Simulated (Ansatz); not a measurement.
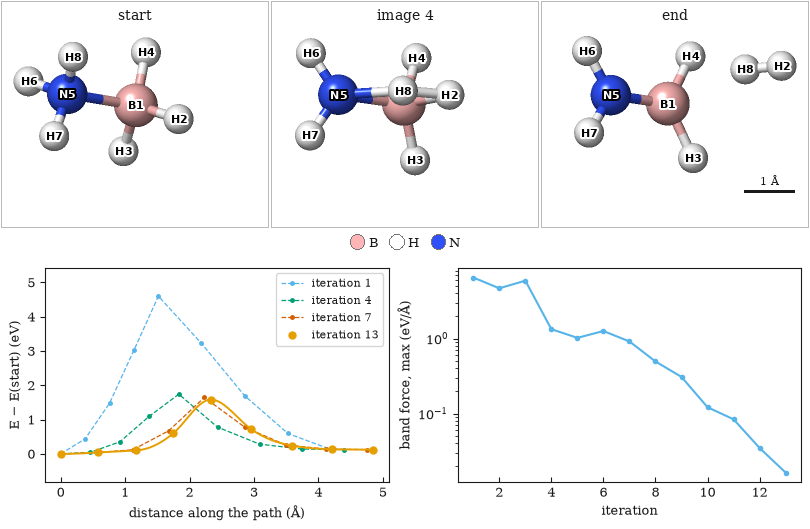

A search for the minimum-energy path of BNH₆ by the nudged elastic band. Images are numbered from 0 (start) to 8 (end). The plot follows the band through its iterations. The picture is a ball-and-stick view, seen at a tilt.

These are results of RKS r2SCANh-D4/def2-SVPD (Ansatz), not measurements. Settings: 7 movable images; climbing image; force threshold 0.03 eV/Å; iteration limit 60; starting path through a guess of the saddle point.

> Did the band converge, and can the barrier be trusted?

The result is final at these settings. The band converged in 13 iterations. The largest component of the band force went from 6.5 to 0.016 eV/Å. The climbing image converged on the top of the path. Its vibrational analysis gives one imaginary mode (1316i cm⁻¹), as a transition state must have. The first iteration put the highest image at 4.60 eV. The highest point, image 4, lies 1.59 eV above the start and 1.46 eV above the end; the end is at +0.13 eV relative to the start.

Cost: 110 s on 2 threads of AMD EPYC 7R32 (Zen 2), on a shared host, peak memory 0.18 GiB.
